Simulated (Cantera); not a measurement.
A closed system holds: 1 mol Si, a varied amount of HCl, held at 250 °C and 3.50 mbar.

Method: chemical equilibrium by Gibbs-energy minimisation in Cantera with the NASA 1993 tables (ideal gas, pure condensed phases). Candidate condensed phases: Si; 19 gas species. Rates play no part.

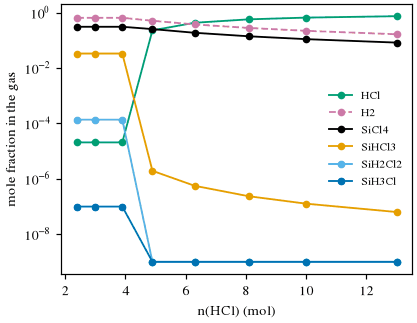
Figure: Equilibrium gas composition (values under 1e-9 drawn at 1e-9)

Task: Read off the mole fractions at 6.3 mol HCl.

Result: HCl about 0.43, H₂ about 0.38, SiCl₄ about 0.19, SiHCl₃ about 5.6e-7.
